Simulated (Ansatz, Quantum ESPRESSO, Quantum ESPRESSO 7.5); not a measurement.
**From contact to tunnelling: vacuum gaps between two Na(100) faces**

Aim: how the conductance falls as the barrier grows, for vacuum gaps between two Na(100) faces.

Method: plane-wave DFT, PBE, GBRV ultrasoft pseudopotentials (cross-check by Ansatz 0.2.0 with PAW datasets), in Quantum ESPRESSO 7.5.

**1. The starting structure**

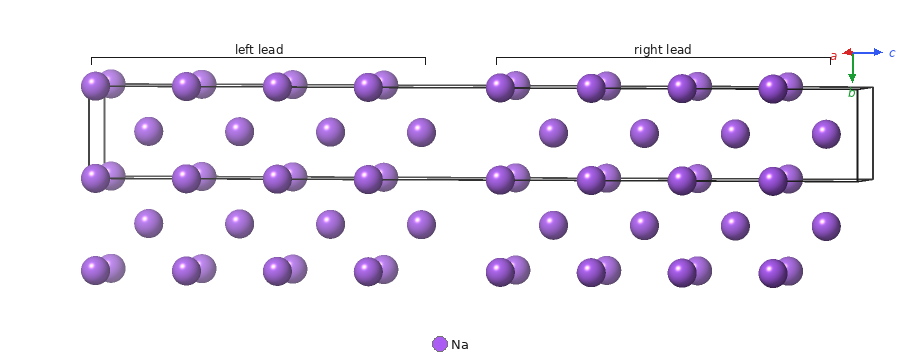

The cell as given, from the side, with the c axis across the page (sodium purple). 1×2×1 cells are drawn. Some periodic images of atoms are drawn too.

The cell holds 16 atoms: 16 Na. Its edges and angles: a = 4.200 Å, b = 4.200 Å, c = 35.500 Å, α = 90.0°, β = 90.0°, γ = 90.0°. It derives from Na. Regions: left lead, 8 atoms (8 Na); right lead, 8 atoms (8 Na). The structure is stacked along c, and the current runs across the ab planes.

**2. Self-consistent run, 4 Å**

One periodic cell holds a stretch of lead, the junction and more lead; the atoms stay as built.

The input, j0.scf.in:

```
&control
  prefix = 'j0.scf'
  outdir = './out'
  pseudo_dir = './pseudo'
  calculation = 'scf'
  tprnfor = .true.
/
&system
  ibrav = 0
  nat = 16
  ntyp = 1
  ecutwfc = 40
  ecutrho = 200
  occupations = 'smearing'
  smearing = 'mv'
  degauss = 0.01
/
&electrons
  conv_thr = 1e-07
  mixing_beta = 0.25
  electron_maxstep = 120
  mixing_mode = 'local-TF'
/
ATOMIC_SPECIES
  Na  22.9898  na_pbe_v1.5.uspp.F.UPF
CELL_PARAMETERS angstrom
  4.20000000000000 0.00000000000000 0.00000000000000
  0.00000000000000 4.20000000000000 0.00000000000000
  0.00000000000000 0.00000000000000 35.50000000000000
ATOMIC_POSITIONS crystal
  Na  0.000000000000 0.000000000000 0.000000000000
  Na  0.500000000000 0.500000000000 0.059154929577
  Na  0.000000000000 0.000000000000 0.118309859155
  Na  0.500000000000 0.500000000000 0.177464788732
  Na  0.000000000000 0.000000000000 0.236619718310
  Na  0.500000000000 0.500000000000 0.295774647887
  Na  0.000000000000 0.000000000000 0.354929577465
  Na  0.500000000000 0.500000000000 0.414084507042
  Na  0.000000000000 0.000000000000 0.526760563380
  Na  0.500000000000 0.500000000000 0.585915492958
  Na  0.000000000000 0.000000000000 0.645070422535
  Na  0.500000000000 0.500000000000 0.704225352113
  Na  0.000000000000 0.000000000000 0.763380281690
  Na  0.500000000000 0.500000000000 0.822535211268
  Na  0.000000000000 0.000000000000 0.881690140845
  Na  0.500000000000 0.500000000000 0.940845070423
K_POINTS automatic
  6 6 1 0 0 0
```

Run with:

```sh
> OMP_NUM_THREADS=1 mpirun -n 4 pw.x -nk 2 -in j0.scf.in > j0.scf.out
```

What it wrote:

```text
Program PWSCF v.7.5 starts
[citation notice left out]

     Parallel version (MPI & OpenMP), running on       4 processor cores
     Number of MPI processes:                 4
     Threads/MPI process:                     1

     MPI processes distributed on     1 nodes
[...]
Current dimensions of program PWSCF are:
     Max number of different atomic species (ntypx) = 10
     Max number of k-points (npk) =  40000
     Max angular momentum in pseudopotentials (lmaxx) =  4
     Message from routine setup:
     using ibrav=0 with symmetry is DISCOURAGED, use correct ibrav instead

     K-points division:     npool     =       2
     R & G space division:  proc/nbgrp/npool/nimage =       2
     Subspace diagonalization in iterative solution of the eigenvalue problem:
     a serial algorithm will be used

     Parallelization info
     --------------------
     sticks:   dense  smooth     PW     G-vecs:    dense   smooth      PW
     Min         498     396    120               100816    72098   11692
     Max         499     397    121               100833    72125   11711
     Sum         997     793    241               201649   144223   23403

     Using Slab Decomposition

     bravais-lattice index     =            0
     lattice parameter (alat)  =       7.9368  a.u.
     unit-cell volume          =    4225.9420 (a.u.)^3
     number of atoms/cell      =           16
     number of atomic types    =            1
     number of electrons       =       144.00
     number of Kohn-Sham states=           86
     kinetic-energy cutoff     =      40.0000  Ry
     charge density cutoff     =     200.0000  Ry
     scf convergence threshold =      1.0E-07
     mixing beta               =       0.2500
     number of iterations used =            8  local-TF  mixing
     Exchange-correlation=  SLA  PW   PBX  PBC
                           (   1   4   3   4   0   0   0)

     celldm(1)=   7.936850  celldm(2)=   0.000000  celldm(3)=   0.000000
     celldm(4)=   0.000000  celldm(5)=   0.000000  celldm(6)=   0.000000

     crystal axes: (cart. coord. in units of alat)
               a(1) = (   1.000000   0.000000   0.000000 )
               a(2) = (   0.000000   1.000000   0.000000 )
               a(3) = (   0.000000   0.000000   8.452381 )

     reciprocal axes: (cart. coord. in units 2 pi/alat)
               b(1) = (  1.000000  0.000000  0.000000 )
               b(2) = (  0.000000  1.000000  0.000000 )
               b(3) = (  0.000000  0.000000  0.118310 )

     PseudoPot. # 1 for Na read from file:
     ./pseudo/na_pbe_v1.5.uspp.F.UPF
     Pseudo is Ultrasoft, Zval =  9.0
     Generated by new atomic code, or converted to UPF format
     Using radial grid of  819 points,  5 beta functions with:
                l(1) =   0
                l(2) =   0
                l(3) =   1
                l(4) =   1
                l(5) =   2
     Q(r) pseudized with  8 coefficients,  rinner =    1.250   1.250   1.250
                                                       1.250   1.250

     atomic species   valence    mass     pseudopotential
     Na                9.00    22.98980     Na( 1.00)

      8 Sym. Ops. (no inversion) found

   Cartesian axes

     site n.     atom                  positions (alat units)
         1        Na     tau(   1) = (   0.0000000   0.0000000   0.0000000  )
         2        Na     tau(   2) = (   0.5000000   0.5000000   0.5000000  )
         3        Na     tau(   3) = (   0.0000000   0.0000000   1.0000000  )
         4        Na     tau(   4) = (   0.5000000   0.5000000   1.5000000  )
         5        Na     tau(   5) = (   0.0000000   0.0000000   2.0000000  )
         6        Na     tau(   6) = (   0.5000000   0.5000000   2.5000000  )
         7        Na     tau(   7) = (   0.0000000   0.0000000   3.0000000  )
         8        Na     tau(   8) = (   0.5000000   0.5000000   3.5000000  )
         9        Na     tau(   9) = (   0.0000000   0.0000000   4.4523810  )
        10        Na     tau(  10) = (   0.5000000   0.5000000   4.9523810  )
        11        Na     tau(  11) = (   0.0000000   0.0000000   5.4523810  )
        12        Na     tau(  12) = (   0.5000000   0.5000000   5.9523810  )
        13        Na     tau(  13) = (   0.0000000   0.0000000   6.4523810  )
        14        Na     tau(  14) = (   0.5000000   0.5000000   6.9523810  )
        15        Na     tau(  15) = (   0.0000000   0.0000000   7.4523810  )
        16        Na     tau(  16) = (   0.5000000   0.5000000   7.9523810  )

     number of k points=    10  Marzari-Vanderbilt smearing, width (Ry)=  0.0100
                       cart. coord. in units 2pi/alat
        k(    1) = (   0.0000000   0.0000000   0.0000000), wk =   0.0555556
        k(    2) = (   0.0000000   0.1666667   0.0000000), wk =   0.2222222
        k(    3) = (   0.0000000   0.3333333   0.0000000), wk =   0.2222222
        k(    4) = (   0.0000000  -0.5000000   0.0000000), wk =   0.1111111
        k(    5) = (   0.1666667   0.1666667   0.0000000), wk =   0.2222222
        k(    6) = (   0.1666667   0.3333333   0.0000000), wk =   0.4444444
        k(    7) = (   0.1666667  -0.5000000   0.0000000), wk =   0.2222222
        k(    8) = (   0.3333333   0.3333333   0.0000000), wk =   0.2222222
        k(    9) = (   0.3333333  -0.5000000   0.0000000), wk =   0.2222222
        k(   10) = (  -0.5000000  -0.5000000   0.0000000), wk =   0.0555556

     Dense  grid:   201649 G-vectors     FFT dimensions: (  36,  36, 320)

     Smooth grid:   144223 G-vectors     FFT dimensions: (  32,  32, 288)

     Estimated max dynamical RAM per process >     274.19 MB

     Estimated total dynamical RAM >       1.02 GB

     Initial potential from superposition of free atoms

     starting charge     143.8994, renormalised to     144.0000
     Starting wfcs are   80 randomized atomic wfcs +    6 random wfcs

     total cpu time spent up to now is        2.3 secs

     per-process dynamical memory:   146.3 Mb

     Self-consistent Calculation

     iteration #  1     ecut=    40.00 Ry     beta= 0.25
     Davidson diagonalization with overlap
     ethr =  1.00E-02,  avg # of iterations =  5.7

     Threshold (ethr) on eigenvalues was too large:
     Diagonalizing with lowered threshold

     Davidson diagonalization with overlap
     ethr =  2.51E-04,  avg # of iterations =  8.0

     total cpu time spent up to now is       16.7 secs

     total energy              =   -1525.51619798 Ry
     estimated scf accuracy    <       0.36902298 Ry

     iteration #  2     ecut=    40.00 Ry     beta= 0.25
[...]
total energy              =   -1525.50624556 Ry
     estimated scf accuracy    <       0.00000113 Ry

     iteration # 10     ecut=    40.00 Ry     beta= 0.25
[...]
total energy              =   -1525.50624617 Ry
     estimated scf accuracy    <       0.00000024 Ry

     iteration # 11     ecut=    40.00 Ry     beta= 0.25
[...]
End of self-consistent calculation

          k = 0.0000 0.0000 0.0000 ( 17903 PWs)   bands (ev):

   -51.9191 -51.9191 -51.6448 -51.6448 -51.6430 -51.6430 -51.6274 -51.6274
   -51.6229 -51.6229 -51.6116 -51.6098 -51.6085 -51.6085 -51.5727 -51.5727
   -23.8378 -23.8371 -23.8344 -23.8344 -23.8343 -23.8343 -23.5747 -23.5747
   -23.5703 -23.5703 -23.5703 -23.5703 -23.5633 -23.5633 -23.5576 -23.5576
   -23.5576 -23.5576 -23.5500 -23.5498 -23.5482 -23.5482 -23.5469 -23.5469
   -23.5465 -23.5465 -23.5455 -23.5455 -23.5454 -23.5454 -23.5389 -23.5340
   -23.5340 -23.5316 -23.5285 -23.5277 -23.5277 -23.5261 -23.5261 -23.5228
   -23.5212 -23.5212 -23.4951 -23.4950 -23.4897 -23.4897 -23.4897 -23.4897
    -1.8618  -1.7658  -1.6486  -1.3918  -1.1913  -0.7584  -0.5540   0.1151
     0.2737   1.2097   1.2880   2.5082   2.5096   3.9427   3.9704   5.4867
     5.5524   5.9396   6.0306   6.1506   6.3165   6.3166

          k = 0.0000 0.1667 0.0000 ( 17974 PWs)   bands (ev):

   -51.9191 -51.9190 -51.6447 -51.6447 -51.6431 -51.6431 -51.6274 -51.6273
   -51.6228 -51.6228 -51.6115 -51.6099 -51.6085 -51.6085 -51.5727 -51.5727
   -23.8377 -23.8371 -23.8357 -23.8356 -23.8343 -23.8342 -23.5754 -23.5754
   -23.5728 -23.5728 -23.5691 -23.5691 -23.5623 -23.5623 -23.5587 -23.5587
   -23.5579 -23.5579 -23.5520 -23.5508 -23.5495 -23.5492 -23.5468 -23.5466
   -23.5465 -23.5464 -23.5464 -23.5459 -23.5458 -23.5454 -23.5374 -23.5364
   -23.5335 -23.5299 -23.5294 -23.5277 -23.5275 -23.5273 -23.5265 -23.5225
   -23.5221 -23.5218 -23.4946 -23.4946 -23.4907 -23.4907 -23.4901 -23.4901
    -1.6176  -1.5220  -1.4054  -1.1497  -0.9500  -0.5189  -0.3154   0.3511
     0.5086   1.4405   1.5171   2.7242   2.7255   3.9022   3.9070   3.9403
     4.2227   4.4417   4.4886   4.6170   5.0017   5.2071

          k = 0.0000 0.3333 0.0000 ( 18026 PWs)   bands (ev):

   -51.9190 -51.9190 -51.6443 -51.6443 -51.6434 -51.6434 -51.6273 -51.6273
   -51.6227 -51.6227 -51.6111 -51.6102 -51.6085 -51.6085 -51.5727 -51.5726
   -23.8383 -23.8382 -23.8374 -23.8370 -23.8340 -23.8339 -23.5779 -23.5779
   -23.5758 -23.5758 -23.5660 -23.5660 -23.5620 -23.5620 -23.5604 -23.5604
   -23.5593 -23.5593 -23.5552 -23.5550 -23.5523 -23.5516 -23.5478 -23.5478
   -23.5466 -23.5466 -23.5462 -23.5462 -23.5437 -23.5432 -23.5387 -23.5371
   -23.5322 -23.5312 -23.5294 -23.5278 -23.5276 -23.5275 -23.5272 -23.5259
   -23.5218 -23.5218 -23.4938 -23.4938 -23.4924 -23.4924 -23.4908 -23.4908
    -0.8918  -0.7975  -0.6824  -0.4299  -0.2322   0.1931   0.3945   1.0512
     1.2062   1.9164   2.0042   2.0882   2.1366   2.1729   2.3403   2.5240
     3.0047   3.2194   3.4941   3.5049   3.8485   3.9988

          k = 0.0000-0.5000 0.0000 ( 18020 PWs)   bands (ev):

   -51.9190 -51.9190 -51.6439 -51.6439 -51.6437 -51.6437 -51.6273 -51.6273
   -51.6227 -51.6227 -51.6107 -51.6107 -51.6085 -51.6085 -51.5726 -51.5726
   -23.8395 -23.8395 -23.8371 -23.8371 -23.8338 -23.8338 -23.5793 -23.5793
   -23.5771 -23.5771 -23.5630 -23.5630 -23.5618 -23.5618 -23.5615 -23.5615
   -23.5615 -23.5614 -23.5568 -23.5568 -23.5532 -23.5532 -23.5481 -23.5481
   -23.5469 -23.5469 -23.5463 -23.5463 -23.5418 -23.5418 -23.5391 -23.5391
   -23.5300 -23.5300 -23.5298 -23.5297 -23.5279 -23.5279 -23.5275 -23.5275
   -23.5218 -23.5218 -23.4934 -23.4934 -23.4932 -23.4932 -23.4911 -23.4911
     0.2965   0.2965   0.3885   0.3885   0.5016   0.5016   0.7475   0.7475
     0.9438   0.9438   1.3557   1.3557   1.5556   1.5556   2.1015   2.1015
     2.4971   2.4971   3.3023   3.3023   3.4207   3.4207

          k = 0.1667 0.1667 0.0000 ( 18039 PWs)   bands (ev):

   -51.9190 -51.9190 -51.6445 -51.6445 -51.6432 -51.6432 -51.6273 -51.6273
   -51.6228 -51.6228 -51.6113 -51.6100 -51.6085 -51.6085 -51.5727 -51.5727
   -23.8375 -23.8371 -23.8356 -23.8355 -23.8355 -23.8355 -23.5754 -23.5754
   -23.5722 -23.5722 -23.5718 -23.5718 -23.5609 -23.5609 -23.5599 -23.5599
   -23.5585 -23.5585 -23.5520 -23.5504 -23.5500 -23.5497 -23.5483 -23.5477
   -23.5477 -23.5476 -23.5463 -23.5463 -23.5458 -23.5457 -23.5369 -23.5355
   -23.5351 -23.5296 -23.5292 -23.5290 -23.5288 -23.5268 -23.5265 -23.5231
   -23.5226 -23.5215 -23.4944 -23.4944 -23.4912 -23.4912 -23.4906 -23.4906
    -1.3746  -1.2794  -1.1633  -0.9087  -0.7097  -0.2805  -0.0778   0.5859
     0.7425   1.6699   1.7450   2.9384   2.9418   3.9138   3.9989   4.1088
     4.1723   4.1765   4.3355   4.4173   4.5360   4.7433

          k = 0.1667 0.3333 0.0000 ( 18058 PWs)   bands (ev):

   -51.9190 -51.9190 -51.6442 -51.6442 -51.6434 -51.6434 -51.6273 -51.6273
   -51.6227 -51.6227 -51.6110 -51.6103 -51.6085 -51.6085 -51.5726 -51.5726
   -23.8382 -23.8381 -23.8372 -23.8369 -23.8353 -23.8352 -23.5773 -23.5773
   -23.5749 -23.5749 -23.5700 -23.5700 -23.5631 -23.5630 -23.5599 -23.5599
   -23.5583 -23.5583 -23.5538 -23.5534 -23.5526 -23.5510 -23.5492 -23.5489
   -23.5480 -23.5478 -23.5475 -23.5463 -23.5451 -23.5451 -23.5389 -23.5358
   -23.5340 -23.5315 -23.5300 -23.5298 -23.5275 -23.5270 -23.5266 -23.5248
   -23.5227 -23.5221 -23.4942 -23.4942 -23.4925 -23.4925 -23.4913 -23.4913
    -0.6521  -0.5582  -0.4435  -0.1922   0.0050   0.4282   0.6291   1.2823
     1.4367   2.1396   2.2265   2.3116   2.3589   2.3956   2.5603   2.7435
     3.2207   3.4374   3.6920   3.7047   4.0572   4.2108

[...]
the Fermi energy is     1.3671 ev

!    total energy              =   -1525.50624679 Ry
     estimated scf accuracy    <       0.00000005 Ry
     smearing contrib. (-TS)   =      -0.00058849 Ry
     internal energy E=F+TS    =   -1525.50565830 Ry

     The total energy is F=E-TS. E is the sum of the following terms:
     one-electron contribution =   -1560.71442083 Ry
     hartree contribution      =     785.20148053 Ry
     xc contribution           =    -228.91907260 Ry
     ewald contribution        =    -521.07364540 Ry

     convergence has been achieved in  11 iterations

     Forces acting on atoms (cartesian axes, Ry/au):

     atom    1 type  1   force =     0.00000000    0.00000000    0.00010682
     atom    2 type  1   force =     0.00000000    0.00000000   -0.00035979
     atom    3 type  1   force =     0.00000000    0.00000000    0.00091195
     atom    4 type  1   force =     0.00000000    0.00000000   -0.00038288
     atom    5 type  1   force =     0.00000000    0.00000000   -0.00064947
     atom    6 type  1   force =     0.00000000    0.00000000    0.00019785
     atom    7 type  1   force =     0.00000000    0.00000000   -0.00047589
     atom    8 type  1   force =     0.00000000    0.00000000    0.00579282
     atom    9 type  1   force =     0.00000000    0.00000000   -0.00579821
     atom   10 type  1   force =     0.00000000    0.00000000    0.00047429
     atom   11 type  1   force =     0.00000000    0.00000000   -0.00019736
     atom   12 type  1   force =     0.00000000    0.00000000    0.00065240
     atom   13 type  1   force =     0.00000000    0.00000000    0.00037987
     atom   14 type  1   force =     0.00000000    0.00000000   -0.00091044
     atom   15 type  1   force =     0.00000000    0.00000000    0.00036816
     atom   16 type  1   force =     0.00000000    0.00000000   -0.00011012

     Total force =     0.008414     Total SCF correction =     0.000415

[...]
=------------------------------------------------------------------------------=
   JOB DONE.
=------------------------------------------------------------------------------=
```

It took 80 s on 4 MPI ranks of Arm Neoverse V2, shared host; peak memory 1 GiB.

This step gave:

| Item | Value |
| --- | --- |
| free energy | -20755.5699 eV |
| Fermi energy | 1.367 eV |

The run needed 11 iterations to bring the estimated error under 1e-07 Ry; the largest force on any atom, held or free, is 0.15 eV/Å.

[end of part 1 of 4]

[Logs are printed without paths, hosts, clocks, repeated set-up lines and the standing remarks that a program may print on its own settings, such as how far it seeks lower states.]

[Hosts, paths, dates, database ids (printed as entryN), source tags and the programs' standing remarks are cut or masked in the printed files.]

[Maps of the electrostatic potential energy from Ansatz leave out the sawtooth potential of an applied field or a dipole correction, so their vacuum need not be flat; planar profiles and work functions include it.]
